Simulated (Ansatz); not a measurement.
## Si₃₂C (charge +1): geometry relaxation (part 3 of 3)

The same run, continued: Si₃₂C (defect cell, 33 atoms in the cell, total charge +1); DFT LDA, scalar-relativistic, plane waves, PAW, spin-polarised (Ansatz 0.2.0); cutoff 420 eV, 3×3×3 k-mesh, Gaussian smearing of 0.02 eV, collinear spins. The structure derives from a Materials Project entry. It belongs to a series of runs on one base structure; here: C interstitial, charge +1, atoms relaxed at the host's cell.

### Output, continued
```
--- Relaxed structure (4 steps of the walk, 4 accepted, 0 SCFs on fresh bases) ---
  F+E_penalty+E_count = -19722.70638393 eV   max|allowed force component| = 1.394e-2 eV/Å
  atoms:
    - { symbol: Si, position: [0.26212991410173114, 0.7553596263585389, 0.7557221487762874] }
    - { symbol: Si, position: [0.000474865215581155, 0.7332192450076837, -0.01048043456102532] }
    - { symbol: Si, position: [0.49200077345003046, 0.4865644939706212, 0.7357452342838018] }
    - { symbol: Si, position: [0.25474378255622265, 0.49218867137776756, 0.0019462175212218158] }
    - { symbol: Si, position: [0.00037902628155156437, 0.5284664744634999, 0.2555489437632631] }
    - { symbol: Si, position: [0.7460393059319143, 0.7472499763233306, 0.23832087880615543] }
    - { symbol: Si, position: [0.49217070851177047, 0.7355892154944859, 0.48713257299977725] }
    - { symbol: Si, position: [0.00047216578890102445, -0.010843691806680267, 0.7335715259283966] }
    - { symbol: Si, position: [0.7460733660091085, 0.23798651619143157, 0.7477398612156514] }
    - { symbol: Si, position: [0.5089279063658899, 0.24391235865150018, -0.004549825785062495] }
    - { symbol: Si, position: [0.22728803847158244, 0.2095446920201952, 0.20989050882209193] }
    - { symbol: Si, position: [0.0003007621298975194, 0.2553699839007016, 0.5291510393637571] }
    - { symbol: Si, position: [0.7388691185692038, 0.4936894638339945, 0.4940988623988672] }
    - { symbol: Si, position: [0.7738468972602917, -0.017360666580230277, -0.01685237061535233] }
    - { symbol: Si, position: [0.5088362593500058, -0.0050566360197552285, 0.24423187650390396] }
    - { symbol: Si, position: [0.2547064386346185, 0.0015166308074008733, 0.4925857711421718] }
    - { symbol: Si, position: [0.2588728334874405, 0.759895305148896, 0.5065284632102063] }
    - { symbol: Si, position: [0.0005208714620841031, 0.7424408518233488, 0.7428643837387542] }
    - { symbol: Si, position: [0.4718526350180583, 0.4749084016063576, 0.4752179693089946] }
    - { symbol: Si, position: [0.258957460245429, 0.5062695332439058, 0.7604516370889529] }
    - { symbol: Si, position: [0.0004568248875377323, 0.4850570350651996, -0.006039014690916555] }
    - { symbol: Si, position: [0.7469861728501646, 0.7272419159470158, -0.016853032398645492] }
    - { symbol: Si, position: [0.5003546194711147, 0.7446762695666791, 0.24512938382918287] }
    - { symbol: Si, position: [0.0004059179330170304, -0.006337312207691376, 0.48540373998958686] }
    - { symbol: Si, position: [0.7418651232969841, 0.24771786617797792, 0.5019936443953016] }
    - { symbol: Si, position: [0.5003742224750182, 0.24468782803950428, 0.7451447466930101] }
    - { symbol: Si, position: [0.2539809071918136, 0.2361872713195564, -0.018761678126116867] }
    - { symbol: Si, position: [0.0005376654377538595, 0.30959210752452093, 0.3101701497895755] }
    - { symbol: Si, position: [0.7421031444134851, 0.5015689409802868, 0.24819269178152148] }
    - { symbol: Si, position: [0.7470969518611996, -0.01706724944908468, 0.727898891335343] }
    - { symbol: Si, position: [0.5293985477184766, 0.003610941138163626, 0.004032694680178084] }
    - { symbol: Si, position: [0.25390281722614044, -0.019132484389873725, 0.23657453129882725] }
    - { symbol: C, position: [0.0005485270959812437, 0.14690244837075117, 0.1476642863123368] }
--- Löwdin populations: 33 sites ---
  site symbol       q [e]    m [muB]
     0     Si      3.9292     0.0034
     1     Si      3.9345     0.0026
     2     Si      3.9453     0.0144
     3     Si      3.9330     0.0077
     4     Si      3.9603     0.0360
     5     Si      3.9330     0.0077
     6     Si      3.9452     0.0144
     7     Si      3.9346     0.0027
     8     Si      3.9330     0.0077
     9     Si      3.9452     0.0144
    10     Si      3.6123    -0.0027
    11     Si      3.9604     0.0358
    12     Si      3.9291     0.0034
    13     Si      3.6121    -0.0027
    14     Si      3.9453     0.0144
    15     Si      3.9330     0.0077
    16     Si      3.9268     0.0102
    17     Si      3.9305     0.0068
    18     Si      3.9814     0.0017
    19     Si      3.9268     0.0102
    20     Si      3.9347     0.0042
    21     Si      3.9380     0.0317
    22     Si      3.9341     0.0162
    23     Si      3.9346     0.0042
    24     Si      3.9268     0.0102
    25     Si      3.9341     0.0162
    26     Si      3.9382     0.0318
    27     Si      3.4094    -0.0082
    28     Si      3.9268     0.0102
    29     Si      3.9381     0.0317
    30     Si      3.9816     0.0017
    31     Si      3.9379     0.0317
    32      C      4.8237     0.3551
  spilling = 0.009855 (of n_electrons = 131.000000)
```

### File populations.tsv
```
# site	symbol	l	j	q_up	q_dn
# orbitals = lowdin
# n_electrons = 131.000000
# spilling = 0.009855
0	Si	0_3S	-	0.596899	0.596904
0	Si	1_3P	-	1.369389	1.365965
1	Si	0_3S	-	0.590747	0.590184
1	Si	1_3P	-	1.377816	1.375752
2	Si	0_3S	-	0.589535	0.586949
2	Si	1_3P	-	1.390330	1.378521
3	Si	0_3S	-	0.586704	0.586542
3	Si	1_3P	-	1.383612	1.376101
4	Si	0_3S	-	0.594420	0.589808
4	Si	1_3P	-	1.403736	1.372314
5	Si	0_3S	-	0.586775	0.586616
5	Si	1_3P	-	1.383567	1.376056
6	Si	0_3S	-	0.589473	0.586893
6	Si	1_3P	-	1.390328	1.378556
7	Si	0_3S	-	0.590896	0.590318
7	Si	1_3P	-	1.377758	1.375674
8	Si	0_3S	-	0.586609	0.586444
8	Si	1_3P	-	1.383733	1.376215
9	Si	0_3S	-	0.589460	0.586885
9	Si	1_3P	-	1.390333	1.378551
10	Si	0_3S	-	0.549585	0.550845
10	Si	1_3P	-	1.255199	1.256633
11	Si	0_3S	-	0.594444	0.589862
11	Si	1_3P	-	1.403647	1.372408
12	Si	0_3S	-	0.596791	0.596797
12	Si	1_3P	-	1.369476	1.366048
13	Si	0_3S	-	0.549636	0.550900
13	Si	1_3P	-	1.255062	1.256508
14	Si	0_3S	-	0.589534	0.586938
14	Si	1_3P	-	1.390348	1.378509
15	Si	0_3S	-	0.586818	0.586659
15	Si	1_3P	-	1.383519	1.375985
16	Si	0_3S	-	0.588754	0.588220
16	Si	1_3P	-	1.379778	1.370089
17	Si	0_3S	-	0.595988	0.595237
17	Si	1_3P	-	1.372698	1.366600
18	Si	0_3S	-	0.607333	0.607786
18	Si	1_3P	-	1.384195	1.382074
19	Si	0_3S	-	0.588732	0.588197
19	Si	1_3P	-	1.379765	1.370091
20	Si	0_3S	-	0.591395	0.591486
20	Si	1_3P	-	1.378031	1.373784
21	Si	0_3S	-	0.593147	0.589913
21	Si	1_3P	-	1.391714	1.363242
22	Si	0_3S	-	0.584715	0.582459
22	Si	1_3P	-	1.390430	1.376483
23	Si	0_3S	-	0.591541	0.591631
23	Si	1_3P	-	1.377858	1.373595
24	Si	0_3S	-	0.588634	0.588097
24	Si	1_3P	-	1.379864	1.370160
25	Si	0_3S	-	0.584744	0.582485
25	Si	1_3P	-	1.390409	1.376446
26	Si	0_3S	-	0.593111	0.589859
26	Si	1_3P	-	1.391883	1.363327
27	Si	0_3S	-	0.582630	0.583482
27	Si	1_3P	-	1.117999	1.125331
28	Si	0_3S	-	0.588671	0.588136
28	Si	1_3P	-	1.379830	1.370170
29	Si	0_3S	-	0.593098	0.589851
29	Si	1_3P	-	1.391825	1.363350
30	Si	0_3S	-	0.607569	0.608022
30	Si	1_3P	-	1.384057	1.381928
31	Si	0_3S	-	0.593166	0.589914
31	Si	1_3P	-	1.391616	1.363192
32	C	0_2S	-	0.592718	0.581500
32	C	1_2P	-	1.996681	1.652761
```

### Trajectory as extended XYZ (Å, eV, eV/Å), 4 frames, from step=1 to step=4
```
33
Lattice="-5.4019 -5.4019 5.4019 5.4019 -5.4019 -5.4019 5.4019 5.4019 5.4019" Properties=species:S:1:pos:R:3:forces:R:3 step=1 energy=-19722.63817
Si    6.7476   -1.4136    1.4173    0.0523   0.0080  -0.0020
Si    3.9517   -4.0224   -4.0216   -0.5334  -0.1234   0.1971
Si    3.9431   -1.3062    4.0042   -0.0092   0.0106  -0.0636
Si    1.2956   -4.0246   -1.2769    0.0544   0.0706   0.0342
Si    4.2362   -1.4622   -1.4571   -0.0393  -0.1361  -0.1605
Si    1.2947   -6.7796    1.2844    0.1167  -0.0069   0.0333
Si    3.9427   -4.0003    1.3091    0.0915   0.0027   0.0755
Si    3.9102    4.0229    4.0291    0.1700  -0.1587  -0.0090
Si    1.2938   -1.2815    6.7830    0.0940   0.0201   0.0716
Si   -1.4590   -4.0968    1.4060   -0.0483  -0.1006   0.1682
Si    1.0147   -1.2323    1.2113    0.2089   0.1774   0.4749
Si    4.2358    1.4603    1.4668   -0.1083   0.0535   0.0215
Si    1.3467   -3.9874    3.9911    0.0260   0.0468  -0.0405
Si   -4.4146   -4.1833    4.1800    0.5600   0.3145   0.3130
Si   -1.4588   -1.4025    4.0998   -0.0326  -0.1100   0.0606
Si    1.2959    1.2805    4.0285    0.1575   0.0690   0.0296
Si    5.4462   -2.7656    0.0237   -0.0431   0.0050   0.1066
Si    8.0227   -0.0026   -0.0066    0.1155   0.1278   0.2117
Si    2.5832   -2.5389    2.5426   -0.0305  -0.0178  -0.0079
Si    5.4463   -0.0203    2.7696   -0.0254  -0.0952   0.0055
Si    2.6006   -2.6524   -2.6492    0.0679  -0.0981  -0.1022
Si   -0.2038   -8.0375    0.0263    0.1212   0.0369  -0.1774
Si    2.6415   -5.4023    0.0037   -0.0247  -0.0097   0.0009
Si    2.6008    2.6532    2.6567   -0.0268   0.0016  -0.0025
Si    0.0429   -2.6391    5.3860   -0.0288   0.0211  -0.0620
Si    2.6413   -0.0009    5.4061   -0.0277   0.0114   0.0049
Si   -0.1844   -2.7667    0.0289   -0.2619   0.0282  -0.5206
Si    3.3154    0.0076   -0.0171   -0.0219   0.0919   0.1464
Si    0.0439   -5.3824    2.6417   -0.0361   0.0804  -0.0018
Si   -0.1733    0.0069    8.0669   -0.4768  -0.3432  -0.3655
Si   -2.8196   -2.8606    2.8640   -0.0908  -0.0358   0.0373
Si   -0.1889    0.0076    2.7860    0.0354  -0.0770  -0.3446
C     1.5595   -0.0092   -0.0030   -0.0057   0.1348  -0.1326
33
Lattice="-5.4019 -5.4019 5.4019 5.4019 -5.4019 -5.4019 5.4019 5.4019 5.4019" Properties=species:S:1:pos:R:3:forces:R:3 step=2 energy=-19722.69940
Si    6.7506   -1.4126    1.4193   -0.0147   0.0007  -0.0126
Si    3.9102   -4.0193   -4.0154   -0.1103  -0.0448   0.0487
Si    3.9438   -1.3109    4.0052    0.0202   0.0023  -0.0138
Si    1.2935   -4.0229   -1.2739   -0.0059   0.0174   0.0304
Si    4.2339   -1.4708   -1.4639    0.0010  -0.0477  -0.0623
Si    1.2951   -6.7804    1.2816    0.0102   0.0051   0.0090
Si    3.9450   -4.0028    1.3132    0.0386   0.0023   0.0238
Si    3.9002    4.0172    4.0223    0.0922  -0.0313   0.0133
Si    1.2972   -1.2771    6.7850   -0.0014   0.0149   0.0117
Si   -1.4562   -4.0955    1.4073   -0.0090  -0.0275   0.0505
Si    1.0302   -1.2281    1.2223    0.0353   0.0255   0.1954
Si    4.2352    1.4695    1.4762   -0.0158   0.0217   0.0047
Si    1.3476   -3.9846    3.9925   -0.0225  -0.0023  -0.0090
Si   -4.3773   -4.1819    4.1798    0.1490   0.1035   0.1266
Si   -1.4563   -1.4013    4.0963    0.0068  -0.0319   0.0256
Si    1.2940    1.2804    4.0276    0.0315   0.0160   0.0210
Si    5.4440   -2.7652    0.0303    0.0018  -0.0069   0.0275
Si    8.0221   -0.0013   -0.0011    0.0238   0.0450   0.0685
Si    2.5860   -2.5440    2.5455   -0.0265  -0.0007   0.0031
Si    5.4443   -0.0245    2.7720   -0.0027  -0.0303   0.0054
Si    2.5896   -2.6520   -2.6471    0.0199  -0.0307  -0.0294
Si   -0.1993   -8.0526    0.0202    0.0379   0.0070  -0.0729
Si    2.6422   -5.4024    0.0029   -0.0073   0.0026  -0.0034
Si    2.5906    2.6518    2.6546   -0.0246   0.0013   0.0070
Si    0.0423   -2.6343    5.3859   -0.0003   0.0024  -0.0357
Si    2.6426    0.0015    5.4051   -0.0058  -0.0042  -0.0009
Si   -0.1967   -2.7537    0.0060   -0.0648   0.0025  -0.1734
Si    3.3338    0.0034   -0.0017    0.0205   0.0266   0.0462
Si    0.0435   -5.3802    2.6428    0.0007   0.0317  -0.0073
Si   -0.1891   -0.0064    8.0628   -0.1476  -0.1069  -0.1076
Si   -2.8156   -2.8574    2.8613   -0.0344  -0.0267   0.0230
Si   -0.1948    0.0119    2.7620    0.0111  -0.0393  -0.1073
C     1.5786   -0.0057    0.0046   -0.0070   0.1023  -0.1063
33
Lattice="-5.4019 -5.4019 5.4019 5.4019 -5.4019 -5.4019 5.4019 5.4019 5.4019" Properties=species:S:1:pos:R:3:forces:R:3 step=3 energy=-19722.70638
Si    6.7468   -1.4141    1.4180   -0.0031  -0.0028   0.0039
Si    3.9016   -4.0200   -4.0149    0.0011   0.0037   0.0044
Si    3.9451   -1.3117    4.0038    0.0005   0.0036   0.0089
Si    1.2932   -4.0244   -1.2721   -0.0007  -0.0016   0.0055
Si    4.2332   -1.4763   -1.4722   -0.0002   0.0001   0.0140
Si    1.2939   -6.7793    1.2809   -0.0023   0.0010   0.0025
Si    3.9464   -4.0008    1.3165   -0.0014  -0.0022  -0.0022
Si    3.9016    4.0187    4.0238   -0.0010  -0.0004   0.0000
Si    1.2946   -1.2766    6.7839   -0.0014   0.0013  -0.0024
Si   -1.4562   -4.0914    1.4070   -0.0017   0.0020   0.0031
Si    1.0380   -1.2259    1.2297   -0.0045   0.0052  -0.0024
Si    4.2363    1.4773    1.4806   -0.0057  -0.0072   0.0071
Si    1.3446   -3.9891    3.9935   -0.0056  -0.0032   0.0033
Si   -4.3651   -4.1775    4.1830    0.0001  -0.0033   0.0042
Si   -1.4567   -1.4021    4.0953    0.0018   0.0015  -0.0007
Si    1.2932    1.2768    4.0286   -0.0003  -0.0027   0.0031
Si    5.4427   -2.7671    0.0297   -0.0016   0.0005  -0.0077
Si    8.0207   -0.0005    0.0051    0.0070  -0.0016  -0.0066
Si    2.5836   -2.5472    2.5506    0.0028   0.0014  -0.0012
Si    5.4439   -0.0258    2.7719   -0.0069   0.0053  -0.0043
Si    2.5852   -2.6553   -2.6504   -0.0047  -0.0019  -0.0009
Si   -0.1977   -8.0547    0.0156    0.0037  -0.0029  -0.0074
Si    2.6440   -5.4014    0.0044    0.0022  -0.0012   0.0018
Si    2.5857    2.6542    2.6585   -0.0045   0.0015   0.0011
Si    0.0424   -2.6339    5.3811   -0.0045   0.0009  -0.0004
Si    2.6440    0.0004    5.4064    0.0024  -0.0017  -0.0067
Si   -0.1975   -2.7492   -0.0052    0.0040   0.0043  -0.0021
Si    3.3450    0.0002    0.0060    0.0092  -0.0015  -0.0091
Si    0.0414   -5.3775    2.6401    0.0004  -0.0018  -0.0059
Si   -0.1959   -0.0115    8.0600   -0.0025   0.0049   0.0061
Si   -2.8185   -2.8575    2.8621    0.0014   0.0059  -0.0090
Si   -0.1970    0.0097    2.7529    0.0028  -0.0031   0.0017
C     1.5883    0.0012    0.0071    0.0129  -0.0037  -0.0018
33
Lattice="-5.4019 -5.4019 5.4019 5.4019 -5.4019 -5.4019 5.4019 5.4019 5.4019" Properties=species:S:1:pos:R:3:forces:R:3 step=4 energy=-19722.70638
Si    6.7468   -1.4141    1.4180   -0.0031  -0.0028   0.0039
Si    3.9016   -4.0200   -4.0149    0.0011   0.0037   0.0044
Si    3.9451   -1.3117    4.0038    0.0005   0.0036   0.0089
Si    1.2932   -4.0244   -1.2721   -0.0007  -0.0016   0.0055
Si    4.2332   -1.4763   -1.4722   -0.0002   0.0001   0.0139
Si    1.2939   -6.7793    1.2809   -0.0023   0.0009   0.0025
Si    3.9464   -4.0008    1.3165   -0.0014  -0.0022  -0.0022
Si    3.9016    4.0187    4.0238   -0.0010  -0.0004   0.0001
Si    1.2946   -1.2766    6.7839   -0.0014   0.0013  -0.0024
Si   -1.4562   -4.0914    1.4070   -0.0017   0.0020   0.0031
Si    1.0380   -1.2259    1.2297   -0.0046   0.0051  -0.0022
Si    4.2363    1.4773    1.4806   -0.0056  -0.0072   0.0071
Si    1.3446   -3.9891    3.9935   -0.0055  -0.0032   0.0033
Si   -4.3651   -4.1775    4.1830    0.0000  -0.0032   0.0040
Si   -1.4567   -1.4021    4.0953    0.0018   0.0015  -0.0007
Si    1.2932    1.2768    4.0286   -0.0003  -0.0027   0.0030
Si    5.4427   -2.7671    0.0297   -0.0016   0.0005  -0.0077
Si    8.0207   -0.0005    0.0051    0.0070  -0.0016  -0.0067
Si    2.5836   -2.5472    2.5506    0.0029   0.0014  -0.0012
Si    5.4439   -0.0258    2.7719   -0.0069   0.0053  -0.0043
Si    2.5852   -2.6553   -2.6504   -0.0046  -0.0019  -0.0009
Si   -0.1977   -8.0547    0.0156    0.0037  -0.0030  -0.0074
Si    2.6440   -5.4014    0.0044    0.0022  -0.0013   0.0018
Si    2.5857    2.6542    2.6585   -0.0045   0.0015   0.0011
Si    0.0424   -2.6339    5.3811   -0.0045   0.0009  -0.0004
Si    2.6440    0.0004    5.4064    0.0024  -0.0017  -0.0067
Si   -0.1975   -2.7492   -0.0052    0.0040   0.0043  -0.0021
Si    3.3450    0.0002    0.0060    0.0095  -0.0015  -0.0091
Si    0.0414   -5.3775    2.6401    0.0004  -0.0018  -0.0059
Si   -0.1959   -0.0115    8.0600   -0.0025   0.0050   0.0062
Si   -2.8185   -2.8575    2.8621    0.0014   0.0059  -0.0090
Si   -0.1970    0.0097    2.7529    0.0028  -0.0031   0.0017
C     1.5883    0.0012    0.0071    0.0126  -0.0037  -0.0019
```

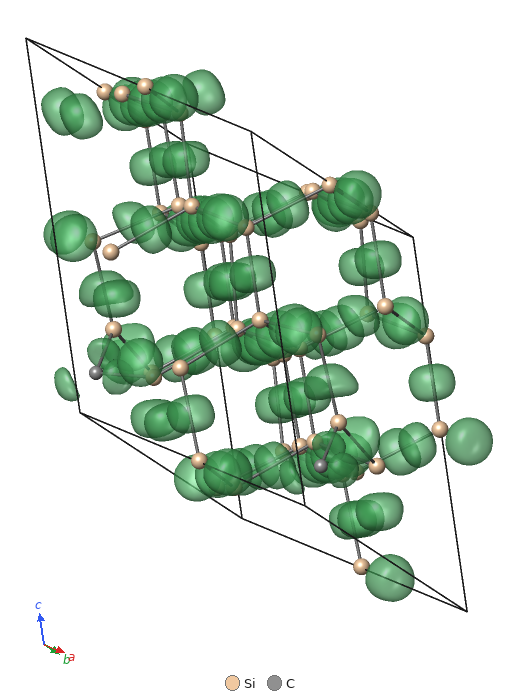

*Isosurface of the ELF at 0.85 (green), seen at an oblique angle. Core shells and regions of very low density are left out. Sticks mark near contacts. The outline is the calculation cell.*

Profiles from the grid: Si–C (1.76 Å): the ELF peaks at about 0.90 between the atoms (a shared electron pair). The fields are those of the smooth PAW valence density.

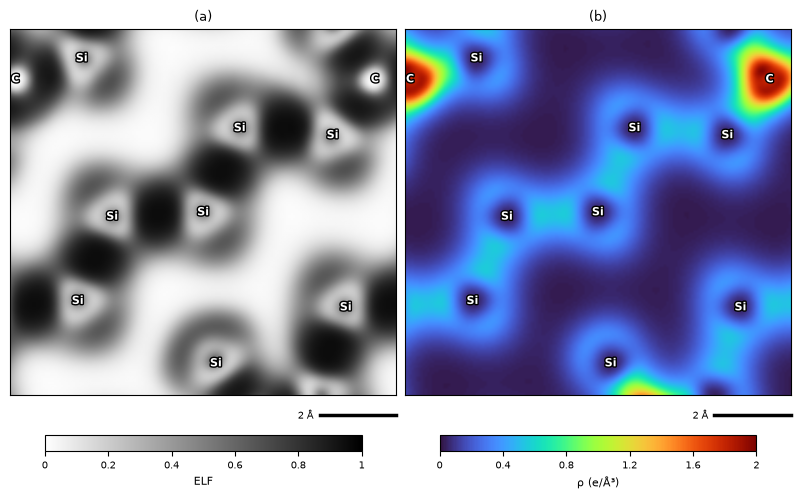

*(a) electron localisation function; (b) valence electron density on the (011̄) plane of the calculation cell.*

Atoms in the plane: Si and C. Away from the nuclei the density in this plane falls to 0.02 e/Å³ at its lowest.
